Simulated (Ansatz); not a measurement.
# PBE-QIDH/def2-SVP (core potential) run of InNH4 (SMILES [NH2][InH2])

Aim: the energy change on altering one bond length of InNH4 at PBE-QIDH/def2-SVP (core potential), from 2 runs. 

Program for the calculation: Ansatz 0.2.0.

47 further runs of the same task are left out: 47 set aside as unsound or not needed.

### 1 The molecule

The species is InNH4 (6 atoms), meant as a singlet with charge 0. As SMILES, `[NH2][InH2]`. The shape is that of a PBE0-D4/def2-TZVP optimisation.

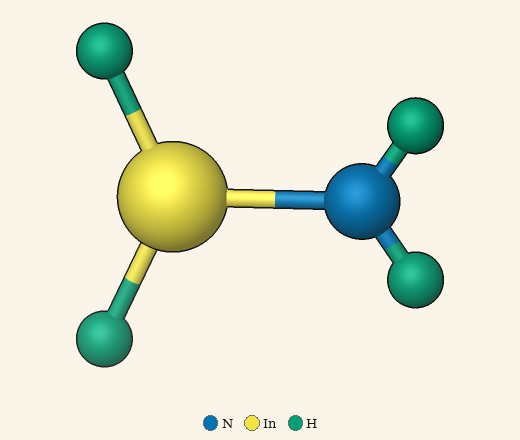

Viewed from a chosen angle; nitrogen blue, indium yellow, hydrogen teal.

### 2 A single-point energy at PBE-QIDH/def2-SVP (core potential)

Input file in.yaml:

```yaml
crystal:
  periodic: [false, false, false]
  atoms:
    - {symbol: "N", position_ang: [-0.092200, -1.060500, 0.036600]}
    - {symbol: In, position_ang: [0.095300, 0.935900, -0.048300]}
    - {symbol: H, position_ang: [-0.598000, -1.552900, 0.753400]}
    - {symbol: H, position_ang: [0.311900, -1.697300, -0.629300]}
    - {symbol: H, position_ang: [1.012500, 1.520500, -1.370700]}
    - {symbol: H, position_ang: [-0.687400, 1.790300, 1.212100]}
basis:
  gaussian:
    orbitals: def2-SVP
total_charge: 0
hamiltonian:
  xc: {name: PBE-QIDH}
correlation:
  frozen_orbitals: {H: 0, In: 4, "N": 1}
accuracy: high
output:
  orbitals: {seedname: orbitals}
```

Run with:

```
$ ansatz run in.yaml --threads 1 --pin off --max-ram 3480MiB --events-out events.jsonl --progress --plain --runs-dir runs
```

The log of the run:

```text
Warning: RAYON_NUM_THREADS=1 ignored (pool sized by the plan → 1); use --threads N
Functional definition: PBE-QIDH
  name "PBE-QIDH"
  parameter a = 3^(-1/3)
  parameter c = 1/3
  exchange = (1 - a)*pbe_x + a*exact_x
  correlation = (1 - c)*pbe_c + c*(mp2_os + mp2_ss)
1456 factors; integrals over basis functions are off by at most 3.0e-9 eV
mean field evaluation 1: about -6710.6422 eV, gradient 4.1e1 eV
mean field evaluation 2: about -6710.6502 eV, gradient 4.1e1 eV
mean field evaluation 4: about -6714.2307 eV, gradient 2.4e0 eV
mean field evaluation 8: about -6714.2502 eV, gradient 6.3e-2 eV
mean field evaluation 16: about -6714.2502 eV, gradient 3.0e-6 eV
mean field -6714.25022081 eV, -246.7441445324 hartree, gradient 4.8e-8 eV, S^2 0.000000; 0 other end points of the search recorded, 0 dependent functions left out
5 core orbitals not correlated: weight in the atoms' cores, before any rotation towards them, 1.000 or more for the frozen orbitals, at most 0.000 for the correlated occupied ones
reference -6714.25022206 eV, -246.7441445783 hartree; 11, 11 occupied and 44, 44 virtual orbitals, 1456 factors
second order -8.51747533 eV of doubles, -0.00000000 eV of singles
Total energy: -6717.08938050 eV, -246.8484817266 hartree
```

It took 8.7 s on 1 thread of Arm Neoverse N1, shared host; peak memory 0.17 GiB.

### 3 The distorted shape, same level

Input file molecule.yaml:

```yaml
crystal:
  periodic: [false, false, false]
  atoms:
    - symbol: "N"
      position_ang: [-0.152810, -0.964988, 0.136476]
    - symbol: In
      position_ang: [0.034690, 1.031412, 0.051576]
    - symbol: H
      position_ang: [-0.658610, -1.457388, 0.853276]
    - symbol: H
      position_ang: [0.311900, -1.697300, -0.629300]
    - symbol: H
      position_ang: [0.951890, 1.616012, -1.270824]
    - symbol: H
      position_ang: [-0.748010, 1.885812, 1.311976]
basis:
  gaussian:
    orbitals: def2-SVP
hamiltonian:
  xc: {name: PBE-QIDH}
correlation:
  frozen_orbitals: {H: 0, In: 4, "N": 1}
accuracy: high
output: {orbitals: {seedname: orbitals}}
```

Run with:

```
$ ansatz run molecule.yaml --threads 1 --pin off --max-ram 3480MiB --events-out events.jsonl --progress --plain --runs-dir runs
```

The log of the run, shortened:

```text
Warning: RAYON_NUM_THREADS=1 ignored (pool sized by the plan → 1); use --threads N
[... 2 set-up lines as earlier in the session ...]
[...]
1460 factors; integrals over basis functions are off by at most 3.3e-9 eV
[...]
mean field -6713.81069099 eV, -246.7279921094 hartree, gradient 4.3e-8 eV, S^2 0.000000; 0 other end points of the search recorded, 0 dependent functions left out
5 core orbitals not correlated: weight in the atoms' cores, before any rotation towards them, 1.000 or more for the frozen orbitals, at most 0.000 for the correlated occupied ones
reference -6713.81069222 eV, -246.7279921546 hartree; 11, 11 occupied and 44, 44 virtual orbitals, 1460 factors
second order -8.64963297 eV of doubles, -0.00000000 eV of singles
Total energy: -6716.69390321 eV, -246.8339482042 hartree
```

Run time: 8.7 s. Hardware: 1 thread of Arm Neoverse N1, shared host; peak memory 0.17 GiB.

### 4 Outcome

At PBE-QIDH/def2-SVP (core potential), 5 core orbitals frozen:

| quantity | value |
| --- | --- |
| first shape: total energy | -246.84848 Eh |
| first shape: HOMO energy (SCF part's orbitals) | -8.92 eV |
| first shape: LUMO energy (SCF part's orbitals) | 0.44 eV |
| first shape: HOMO–LUMO gap (SCF part's orbitals) | 9.37 eV |
| distorted shape: total energy | -246.83395 Eh |
| distorted shape: HOMO energy (SCF part's orbitals) | -8.87 eV |
| distorted shape: LUMO energy (SCF part's orbitals) | 0.46 eV |
| distorted shape: HOMO–LUMO gap (SCF part's orbitals) | 9.33 eV |
| energy change with the N1–H4 bond stretched from 1.006 to 1.157 Å | 0.395 eV |

What this shows: With the N1–H4 bond stretched from 1.006 to 1.157 Å the energy rises by 0.40 eV (9.1 kcal/mol). The first shape isn't relaxed at this level, so the change isn't measured from a minimum.
